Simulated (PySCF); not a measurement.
# WH4: the energy surface near the minimum

How stiff is WH4 (triplet) against rigid distortions? The scans start from its PBE0 minimum.

Program: PySCF 2.14.0. Level of theory: PBE0, basis W def2-TZVP with ECP60, H def2-TZVP, scalar-relativistic core potentials, no spin–orbit coupling, density fitting. These are calculated values, not measurements.

## Step 1: The system as given

5 atoms, charge 0, spin multiplicity 3.

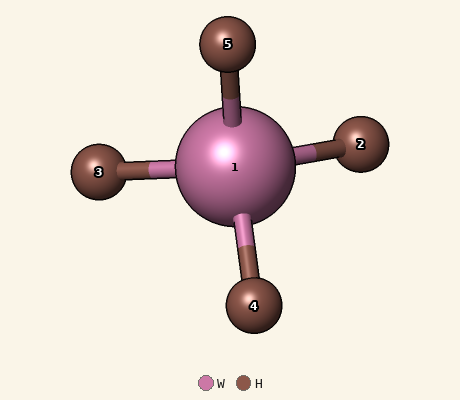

The starting geometry (tungsten pink, hydrogen brown); atoms are numbered from 1 in the order of the file.

Coordinates in bohr (charge 0 multiplicity 3):
```
W     0.0000    0.0000    0.0000
H     2.6293   -0.0001    1.8592
H    -2.6293    0.0000    1.8592
H     0.0001    2.6293   -1.8591
H    -0.0001   -2.6292   -1.8593
```

## Step 2: Breathing scan

One driver script runs all scans and calls PySCF for each point, on a (75, 302) grid.

Started as:

```console
> OMP_NUM_THREADS=2 python axn.py task.json out
```

A rigid scan with PBE0: all bonds to the central atom are scaled together. Each point starts from its neighbour's orbitals, and energies count from the minimum.

```csv
scale of all bonds to the centre,energy (kJ/mol),⟨S²⟩
0.88,161.3,2.01
0.92,65.4,2.01
0.96,15.0,2.02
1.00,0.0,2.02
1.04,12.4,2.03
1.08,45.7,2.04
1.14,123.7,2.07
1.22,259.5,2.15
1.35,501.0,2.64
```

The scan ran for 13 s (2 threads of Intel Xeon Platinum 8488C (Sapphire Rapids), shared host).

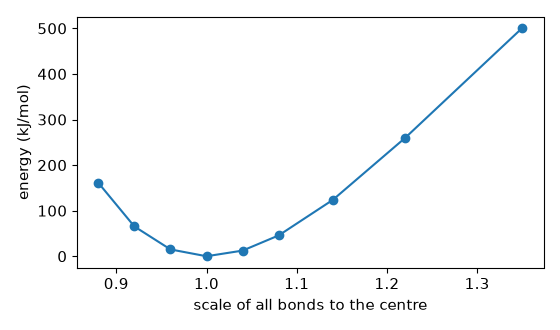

Energy along the scan.

⟨S²⟩ grows along the scan: the determinant mixes in higher spin as the pair uncouples.

## Step 3: Stretching one bond

A rigid scan with PBE0: the bond from W to the last atom (H) is scaled and the rest held.

```csv
scale of one bond,energy (kJ/mol),dipole size (D),⟨S²⟩
0.92,15.9,0.27,2.02
0.96,3.6,0.13,2.02
1.00,0.0,0.00,2.02
1.05,4.6,0.17,2.02
1.12,22.6,0.40,2.03
1.20,53.3,0.65,2.04
1.35,121.6,1.00,2.09
1.55,201.6,0.67,2.39
1.80,256.0,0.54,2.77
2.20,281.3,1.75,3.00
```

The scan took 17 s.

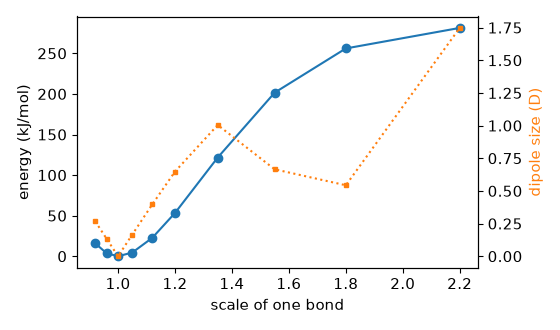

Energy (circles) and dipole moment (squares) along the scan.

⟨S²⟩ grows along the scan: the determinant mixes in higher spin as the pair uncouples.

## Step 4: From tetrahedral to square planar

A rigid scan with PBE0: D2d path, angle between each bond and the S4 axis (54.74 tetrahedral, 90 square planar), bonds fixed.

```csv
angle of the bonds to the S4 axis (°),energy (kJ/mol),⟨S²⟩
45.0,25.3,2.03
50.0,6.3,2.02
54.7,0.0,2.02
60.0,9.1,2.02
66.0,45.3,2.03
72.0,113.3,2.05
78.0,212.4,2.13
84.0,330.8,2.40
90.0,441.4,2.71
```

The scan took 16 s.

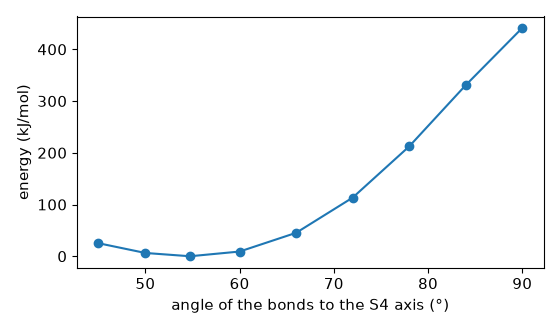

Energy along the scan.

Spin contamination is strong at some points.

## Step 5: Outcome

```
                       quantity         value
           all bonds 4 % longer   12.4 kJ/mol
           one bond 20 % longer   53.3 kJ/mol
square planar shape, bonds held  441.4 kJ/mol
```

What this shows: The well is lopsided, 15.0 kJ/mol for 4 % shorter bonds against 12.4 for 4 % longer ones. Held rigid otherwise, the square planar shape costs 441 kJ/mol. Open d and f shells are described by one determinant, and the ground state may have another occupation or spin. Spin–orbit coupling, left out here, can matter for elements this heavy.
